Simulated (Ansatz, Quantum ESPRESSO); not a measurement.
# Barium (Im-3m): phonons and their coupling to the electrons, part 3 of 3

How strong is the electron-phonon coupling in Barium (Im-3m)?

Quantum ESPRESSO 7.5; DFT PBEsol, scalar-relativistic, plane waves, PseudoDojo norm-conserving pseudopotentials.

So far. Step 9 (Dispersion): All branches are real along the path. Step 10 (Sums over the zone): At 300 K the heat capacity has reached 99 % of the Dulong-Petit value.

The database entry behind the starting cell differs from later determinations by our own check (0.1 to 0.3 % short, probably kX units), so it need not match the best structure at ambient conditions.

### 11. A second program

The same cell goes through another code at the same cutoff. The files are of one family, but Ansatz's library holds files of its own making for some heavy elements, so those for Ba may differ. Its k mesh is centred on Γ.

This step: DFT PBEsol, scalar-relativistic, plane waves, norm-conserving pseudopotentials of its library (PseudoDojo's, some remade) (Ansatz 0.2.0).

The input, input.yaml:

```yaml
crystal:
  lattice:
    - [2.4462905106, 2.4462905106, 2.4462905106]
    - [-2.4462905106, 2.4462905106, 2.4462905106]
    - [-2.4462905106, -2.4462905106, 2.4462905106]
  atoms:
    - { symbol: Ba, position: [0.0, 0.0, 0.0] }
kpoints:
  mp_grid: { grid: [10, 10, 10] }
hamiltonian:
  xc: pbesol
  pseudopotentials: { kind: nc, accuracy: standard }
scf:
  occupations: { method: cold, width: 0.27211 }
output:
  eigenvalues: true
basis:
  ecutwfc: 775.525
phonons:
  method: dfpt
  qmesh: [2, 2, 2]
  temperatures: { t_max: 1000, t_step: 50 }
  qpath:
    path:
      - [[0.0, 0.0, 0.0], [0.5, 0.5, -0.5], [0.5, 0.0, -0.5], [0.0, 0.0, 0.0], [0.75, 0.25, -0.25], [0.5, 0.5, -0.5]]
      - [[0.75, 0.25, -0.25], [0.5, 0.0, -0.5]]
    npoints: 12
  electrical_resistivity: { temperatures: [77, 300], mesh: [20, 20, 20] }
```

Command:

```
$ ansatz run input.yaml --threads 4 --pin off --max-ram 8192MiB --backend cpu --events-out ev --progress --plain --runs-dir out
```

Numbers of over 12 decimals in the logs are rounded to 6 here.

The log of the run:

```text
Engine: ansatz 0.2.0, aarch64-unknown-linux-gnu
Pseudopotentials: kind: nc
Pseudopotential: Ba, nc, valence charge 10, recommended cutoff 770 eV (normal), Ba.nc.azcp (PseudoDojo's, or run here from an input of PseudoDojo's; its table is named by hamiltonian.pseudopotentials.accuracy)
Functional definition: PBEsol
  exchange = pbesol_x
  correlation = pbesol_c
Crystal: 1 atoms, lattice volume = 58.558 Å³
Basis set: ecut = 775.525 eV, 2899 PW (Γ), exchange–correlation on 80×80×80 points (8 copies of the dense FFT grid, shifted against one another)
Bands: 9, of which v1, the nominal top of the filled ones, is band 5 counted from 1 (4 counted from 0)
Symmetry: 48 space group operations
k-points: 47 of 1000
Non-local potential: Ba, projectors of the file, l = 0: 2, l = 1: 2, l = 2: 2, l = 3: 2
Initial density: superposition of atomic densities (chi_scale 0.1, normalization cell)
Initial wavefunctions: pseudopotential atomic-orbital guess
Functional: x = pbesol(κ = 0.804, μ = 0.123457), c = pbesol(β = 0.046)
SCF iter   1: F=—  HF=-761.978788 eV  |F-HF|=—  |Δ(HF+E_count)|=         —  Δρ=5.60e-3  dr2=1.34e-2  ethr=3.10e-3  ⟨swp⟩=11.1  Hψ=5617  notcnv=0
preconditioner: auto → Kerker (q_TF=auto, 2.032 Å⁻¹)  [metal: Δε(μ)=0.041 eV  Ē_g=2.901 eV  σ=0.272 eV  W_gap=0.11  n_scr=12 (ndim 8)  ℏωp=6.9 eV  f_vac=0.000  D(μ)=1.40/eV (n_scr^D=12)]
SCF iter   2: F=—  HF=-761.979091 eV  |F-HF|=—  |Δ(HF+E_count)|=   3.03e-4  S|Δr|=    0.00e0  Δρ=3.36e-3  dr2=5.31e-3  ethr=1.34e-4  ⟨swp⟩=1.1  Hψ=807  notcnv=0
SCF iter   3: F=—  HF=-761.979843 eV  |F-HF|=—  |Δ(HF+E_count)|=   7.52e-4  S|Δr|=    0.00e0  Δρ=5.86e-4  dr2=1.78e-4  ethr=5.31e-5  ⟨swp⟩=2.5  Hψ=668  notcnv=0
SCF iter   4: F=—  HF=-761.979873 eV  |F-HF|=—  |Δ(HF+E_count)|=   3.06e-5  S|Δr|=    0.00e0  Δρ=2.81e-4  dr2=3.24e-5  ethr=1.78e-6  ⟨swp⟩=2.3  Hψ=671  notcnv=0
SCF iter   5: F=—  HF=-761.979869 eV  |F-HF|=—  |Δ(HF+E_count)|=   3.90e-6  S|Δr|=    0.00e0  Δρ=6.44e-5  dr2=2.02e-6  ethr=3.24e-7  ⟨swp⟩=2.5  Hψ=694  notcnv=0
SCF iter   6: F=—  HF=-761.979870 eV  |F-HF|=—  |Δ(HF+E_count)|=   4.95e-7  S|Δr|=    0.00e0  Δρ=6.05e-6  dr2=4.22e-8  ethr=2.02e-8  ⟨swp⟩=2.5  Hψ=678  notcnv=0
SCF iter   7: F=—  HF=-761.979866 eV  |F-HF|=—  |Δ(HF+E_count)|=   3.48e-6  S|Δr|=    0.00e0  Δρ=1.81e-6  dr2=2.15e-9  ethr=4.22e-10  ⟨swp⟩=2.4  Hψ=698  notcnv=0
SCF iter   8: F=—  HF=-761.979866 eV  |F-HF|=—  |Δ(HF+E_count)|=  4.94e-10  S|Δr|=    0.00e0  Δρ=2.94e-7  dr2=4.49e-11  ethr=2.15e-11  ⟨swp⟩=2.4  Hψ=698  notcnv=0
SCF iter   9: F=-761.979866 eV  HF=-761.979866 eV  |F-HF|=6.82e-13  |Δ(HF+E_count)|=  5.07e-11  S|Δr|=    0.00e0  Δρ=3.40e-8  dr2=1.32e-12  ethr=1.00e-12  ⟨swp⟩=14.3  Hψ=4185  notcnv=0
SCF 1 converged in 9 iterations: F = -761.979866 eV  dr2 = 1.32e-12
  Residual-converged pass: ⟨swp⟩=1.1  Hψ=614  notcnv=0  max |occ|·‖R‖ = 7.0e-9 eV (tolerance 1.0e-8 eV)  dr2=1.32e-12  max |Δocc| = 7.7e-12
NSCF: frozen V_eff on 47 k-points
NSCF: frozen V_eff on 102 k-points
DFPT response loops at q = (0, 0, 0) (fractional): preconditioner auto → Kerker (q_TF=auto, 2.032 Å⁻¹) (partly filled bands, converged f_vac=0.000); β = 1.00, the filter's whole step (`scf.mixing.beta` (0.50) is not read by the response loops under this deck's `scf.mixing.preconditioner`; to damp them name `kerker` or `kerker_dos`, under which they read `scf.mixing.beta`, and type it under 1.00, their step now; both keys bind the ground state too); Broyden in place of MSR1
NSCF: frozen V_eff on 564 k-points
DFPT response loops at q = (0, 0, -0.5) (fractional): mixed as the last ones told, above
NSCF: frozen V_eff on 204 k-points
DFPT response loops at q = (-0.5, -0.5, -0.5) (fractional): mixed as the last ones told, above
SCF iter   1: F=—  HF=-761.978788 eV  |F-HF|=—  |Δ(HF+E_count)|=         —  Δρ=5.60e-3  dr2=1.34e-2  ethr=3.10e-3  ⟨swp⟩=11.1  Hψ=5617  notcnv=0
SCF iter   2: F=—  HF=-761.979091 eV  |F-HF|=—  |Δ(HF+E_count)|=   3.03e-4  S|Δr|=    0.00e0  Δρ=3.36e-3  dr2=5.31e-3  ethr=1.34e-4  ⟨swp⟩=1.1  Hψ=807  notcnv=0
SCF iter   3: F=—  HF=-761.979843 eV  |F-HF|=—  |Δ(HF+E_count)|=   7.52e-4  S|Δr|=    0.00e0  Δρ=5.86e-4  dr2=1.78e-4  ethr=5.31e-5  ⟨swp⟩=2.5  Hψ=668  notcnv=0
SCF iter   4: F=—  HF=-761.979873 eV  |F-HF|=—  |Δ(HF+E_count)|=   3.06e-5  S|Δr|=    0.00e0  Δρ=2.81e-4  dr2=3.24e-5  ethr=1.78e-6  ⟨swp⟩=2.3  Hψ=671  notcnv=0
SCF iter   5: F=—  HF=-761.979869 eV  |F-HF|=—  |Δ(HF+E_count)|=   3.90e-6  S|Δr|=    0.00e0  Δρ=6.44e-5  dr2=2.02e-6  ethr=3.24e-7  ⟨swp⟩=2.5  Hψ=694  notcnv=0
SCF iter   6: F=—  HF=-761.979870 eV  |F-HF|=—  |Δ(HF+E_count)|=   4.95e-7  S|Δr|=    0.00e0  Δρ=6.05e-6  dr2=4.22e-8  ethr=2.02e-8  ⟨swp⟩=2.5  Hψ=678  notcnv=0
SCF iter   7: F=—  HF=-761.979866 eV  |F-HF|=—  |Δ(HF+E_count)|=   3.48e-6  S|Δr|=    0.00e0  Δρ=1.81e-6  dr2=2.15e-9  ethr=4.22e-10  ⟨swp⟩=2.4  Hψ=698  notcnv=0
SCF iter   8: F=—  HF=-761.979866 eV  |F-HF|=—  |Δ(HF+E_count)|=  4.94e-10  S|Δr|=    0.00e0  Δρ=2.94e-7  dr2=4.49e-11  ethr=2.15e-11  ⟨swp⟩=2.4  Hψ=698  notcnv=0
SCF iter   9: F=-761.979866 eV  HF=-761.979866 eV  |F-HF|=7.96e-13  |Δ(HF+E_count)|=  3.14e-11  S|Δr|=    0.00e0  Δρ=3.39e-8  dr2=1.28e-12  ethr=1.00e-12  ⟨swp⟩=3.8  Hψ=1132  notcnv=0
SCF 2 converged in 9 iterations: F = -761.979866 eV  dr2 = 1.28e-12
NSCF: frozen V_eff on 256 k-points
SCF converged after 9 iterations
Stability not checked: this state was not tested for a lower state beside it, because cold or Methfessel-Paxton smearing, or corrected tetrahedra, fill the levels in a way that the test cannot read (fill_not_monotonic; see scf.lower_state_search)
Free energy (F): -761.979866 eV
Harris-Foulkes:  -761.979866 eV  (|F-HF|=6.82e-13)
Internal energy: -761.988651 eV  (E = F + TS)
E sigma→0 (E₀):  -761.982794 eV
Entropy (-TS):   0.008784 eV (8.784 meV/atom)
Fermi energy:    6.320241 eV
--- Per-component energies (eV) ---
  E_band       = -78.829271
  E_kinetic    = 176.660598
  E_local      = -443.790819  (includes V_loc(G=0)·N_el)
  E_nonlocal   = 106.757624
  E_hartree    = 110.682353
  E_xc         = -176.756213
  E_vxc        = -139.821358  (∫ρ·V_xc dr)
  E_ewald      = -535.542194
  E_smearing   = 0.008784  (= −TS)
  E_closure    = -0.000000  (closes the sum)
  Σ components = -761.979866   (vs F -761.979866, Δ=0.00e0)
--- Band table (eV; the first three rows and the last of 47) ---
  k-point 0: bands = ["-22.4241", "-7.2920", "-7.2920", "-7.2920", "3.5336", "8.2332", "8.2332", "8.2332", "9.7715"]
  k-point 1: bands = ["-22.4185", "-7.3528", "-7.3103", "-7.2924", "3.7369", "8.0589", "8.1216", "8.4292", "9.4703"]
  k-point 2: bands = ["-22.4036", "-7.5065", "-7.3577", "-7.2937", "4.2791", "7.6882", "7.7152", "9.0000", "9.3719"]
  k-point 46: bands = ["-22.3208", "-7.6946", "-7.6946", "-7.6946", "5.6943", "5.6943", "10.6144", "10.6144", "10.6144"]
--- Phonons (Γ-DFPT): 1 representative perturbation + reference (Σ response iterations 4) ---
  ASR residual: 4.798e-5 → 0.000e0 eV/Å²; symmetrization residual: 2.131e-20 eV/Å²
  ASR residual per site (eV/Å²): 4.80e-5
  Γ frequencies (cm⁻¹): 0.00 0.00 0.00
--- Phonons (arbitrary-q DFPT): 3 irreducible q on the 2×2×2 mesh ---
  q = [0.0000, 0.0000, 0.0000] (star 1, of the zone-centre solve; hermiticity 5.75e-25, symmetrization 5.65e-16): 0.00 0.00 0.00
  q = [0.0000, 0.0000, -0.5000] (star 6, 2 solved perturbations in 453 linear systems a pass and spin channel, the states on 282 of 1000 k-point pairs; hermiticity 8.90e-11, symmetrization 4.37e-11, the responses' own estimated error 9.6e-8 eV/Å²): 23.28 52.40 79.18
  q = [-0.5000, -0.5000, -0.5000] (star 1, 1 solved perturbation on 102 of 1000 k-point pairs; hermiticity 6.98e-12, symmetrization 3.47e-12, the responses' own estimated error 8.2e-8 eV/Å²): 75.35 75.35 75.35
  sum rule: each row above includes the acoustic sum rule's correction from the zone centre's row sums; it moved no ω² by more than (0.31 cm⁻¹)²
  mesh force constants: q→R imaginary residual 0.00e0; ASR residual 4.798e-5 → 0.000e0 eV/Å²; symmetrization residual 2.442e-15 eV/Å²
  interpolated dispersion: 74 rows × 3 modes
  density of states and harmonic sums: on the 18×18×18 q-mesh, interpolated from the force constants of a 2×2×2 supercell (no non-analytic term)
  largest difference from the sums on the solved wave vectors: F 8.46e-2 eV, S 1.17e-4 and C_V 3.23e-5 eV/K
  zero-point energy: 0.009835 eV/cell   skipped modes (ω ≤ 0): 3   left out of the sums: 1.71e-4 of the cell's modes: C_V's classical limit lies that fraction below 3 k_B per atom; for a crystal, a wire or a layer, F and S can be off by more, and a phonons.interpolated_qmesh denser along its periods is the remedy for the sampling
--- Electrical resistivity: potentials and phonons of a 2×2×2 supercell ---
  scattering by harmonic phonons alone, with no dipole-dipole term; scattering by other electrons, impurities, surfaces and spin disorder is left out, and so is spin–orbit coupling
  the resistivity is that of a variational response, whose dependence on the energy is improved iteratively
  at the Fermi level of each mesh (of a tensor a third of its trace):
           mesh   spin    states/(eV spin)  plasma energy (eV)         λ      λ_tr    ħω_log (meV)
       20×20×20                     0.5919              3.0121    0.2888    0.2687           5.090
       10×10×10                     0.6078              3.0329    0.2983    0.2793           5.053
          5×5×5                     0.4712              2.8654    0.2354    0.2274           4.319
  resistivity on the deck's mesh, µΩ·cm:
     T (K)       trace/3  mesh converged            xx            yy            zz    lowest order   relaxation time
     77.00      7.5939e0              no      7.5939e0      7.5939e0      7.5939e0        8.5355e0          7.7373e0
    300.00      3.1907e1             yes      3.1907e1      3.1907e1      3.1907e1        3.5737e1          3.2304e1
  mean free path at 77 K (of a tensor a third of its trace): 38.9 nm by what each carries, 30.1 by the Fermi surface alone
  Hall coefficient in a weak field at 77 K (a third of the trace): 1.181e-9 m³/C (as a tensor it moves by 14.3 % between the two finest meshes); by each state's relaxation time: 1.304e-9 m³/C; by a constant relaxation time: 7.212e-10 m³/C
  mean free path at 300 K (of a tensor a third of its trace): 9.24 nm by what each carries, 7.17 by the Fermi surface alone
  Hall coefficient in a weak field at 300 K (a third of the trace): 1.182e-9 m³/C (as a tensor it moves by 13.4 % between the two finest meshes); by each state's relaxation time: 1.285e-9 m³/C; by a constant relaxation time: 7.182e-10 m³/C
  the resistivity times a path that all electrons share, by the Fermi surface of the deck's mesh alone (a third of the trace): 2.288e-15 Ω·m²
  not converged in the mesh (λ; λ_tr; the resistivity at 77 K by 3.16 %): between neighbouring meshes, the two finest first, λ moves by 3.30 % and 21.11 %, λ_tr by 3.96 % and 18.60 % and the resistivity by up to 3.16 % and 11.67 %; an estimate, no bound, puts it up to 5.6e-7 % above the Boltzmann equation's exact value after up to 3 iterations (at most 30 are made, fewer where the estimate is under 1.0e-6 % of each spin channel's own resistivity)
  vibrations of 8 cells: unjudged by the run; compare a larger repeat
  the changes of the potential over all sites missed a rigid shift's by 0.00 % (the site terms' by 0.00 %)
  between the force constants' wavevectors the phonons are obtained by Fourier interpolation alone: along a vector of fewer than three repeats the shortest translation of the supercell is 8.474 Å, and under 10.593 Å the phonon self-energy is left out by default: enlarge phonons.supercell (under dfpt, phonons.qmesh)
```

It took 38 s on 4 threads of Arm Neoverse V2, shared host; peak memory 1.1 GiB; 2.2 min of CPU time.

Numbers from this step:

```yaml
sum_rule_residual_before_enforcement: 4.80e-5 eV/Å²
mean_frequency: 52.9 cm⁻¹
debye_temperature_second_moment: 103 K
logarithmic_mean_frequency: 49.4 cm⁻¹
electron_phonon_coupling_constant: 0.2888
logarithmic_mean_frequency_weighted_by_the_coupling: 59.1 K
lowest_mode_on_the_q_mesh_acoustic_ones_at_the_zone_centre_apart: 23.28 cm⁻¹
zero_point_energy_per_atom: 9.84 meV
vibrational_entropy_at_300_k: 60.92 J/(mol atoms K)
```

The alpha^2 F has structure finer than the step of the table below, so its rows give means over 1 meV, whole bins alone (the curve runs from 0.019 to 9.80 meV). Peaks (meV: height): 4.7: 0.171, 6.7: 0.166, 9.1: 0.196.

Table of alpha^2 F by phonon energy; means over each step:

```csv
phonon energy (meV),alpha^2 F
1,0.00153
2,0.00874
3,0.0632
4,0.118
5,0.114
6,0.0874
7,0.145
8,0.0978
9,0.153
```

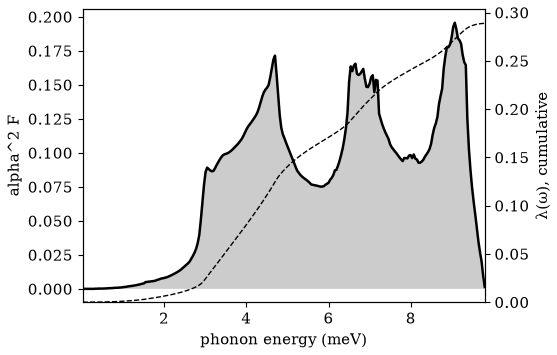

Alpha^2 F, plotted against phonon energy. The dashed line is the running λ.

### 12. Side by side: QE PseudoDojo and Ansatz, library NC

Numbers from this step:

```yaml
root_mean_square_difference: 0.57 cm⁻¹
largest_difference: 0.72 cm⁻¹
root_mean_square_difference_on_the_path: 0.4 cm⁻¹
largest_difference_on_the_path: 0.7 cm⁻¹
```

Frequencies side by side, by row:

```csv
q (reciprocal lattice),mode,QE PseudoDojo (cm⁻¹),"Ansatz, library NC (cm⁻¹)"
0 0 0,1,-3.03,0
0 0 0,2,-3.03,0
0 0 0,3,-3.03,0
0 0 -0.5,1,23.24,23.28
0 0 -0.5,2,52.57,52.4
0 0 -0.5,3,79.9,79.18
-0.5 -0.5 -0.5,1,76.03,75.35
-0.5 -0.5 -0.5,2,76.03,75.35
-0.5 -0.5 -0.5,3,76.03,75.35
```

The two runs side by side. Further quantities:

```csv
quantity,QE PseudoDojo,"Ansatz, library NC"
λ,0.394,0.289
ω_log (K),48.58,59.1
```

The interpolated bands of the two lie on top of each other.

At the solved wavevectors the largest difference (acoustic modes at Γ apart) is 0.9 % of the highest mode; λ differs by 36 %.

### 13. Summary of results

- space group after relaxation: Im-3m
- volume per atom: 58.6 Å³
- q mesh: 2×2×2
- lowest mode on the q mesh (acoustic ones at the zone centre apart): 23.2 cm⁻¹
- zero-point energy per atom: 9.91 meV
- heat capacity at 300 K: 24.8 J/(mol atoms K)
- vibrational entropy at 300 K: 60.7 J/(mol atoms K)
- imaginary modes on the q mesh: none
- largest difference from Ansatz, library NC: 0.72 cm⁻¹

In words: The λ that matdyn.x prints is not taken as a result: Ansatz's value on the same meshes differs by more than 30 %. Barium (Im-3m) is dynamically stable on the 2×2×2 mesh; its spectrum reaches 80 cm⁻¹. QE PseudoDojo and Ansatz, library NC agree to 0.72 cm⁻¹ (0.9 % of the highest mode compared) on all solved modes but the acoustic ones at Γ. These are harmonic frequencies at zero temperature: anharmonic shifts and linewidths and thermal expansion are left out. Spin-orbit coupling is left out, which can matter for the heavy elements here. In a metal the frequencies hang on the k mesh and the smearing, most of all near Kohn anomalies. The total energies of the two programs lie far apart, so at least one potential file in Ansatz's library differs from the published one read by the first program. The q mesh stands for a supercell only 8.5 Å across, so branches between the solved wavevectors are rough.

[Host names and launcher messages were left out of these logs when they were recorded.]

[Logs are printed without paths, hosts, clocks, repeated set-up lines and the standing remarks that a program may print on its own settings, such as how far it seeks lower states.]

[Hosts, paths, dates, database ids (printed as entryN), source tags and the programs' standing remarks are cut or masked in the printed files.]
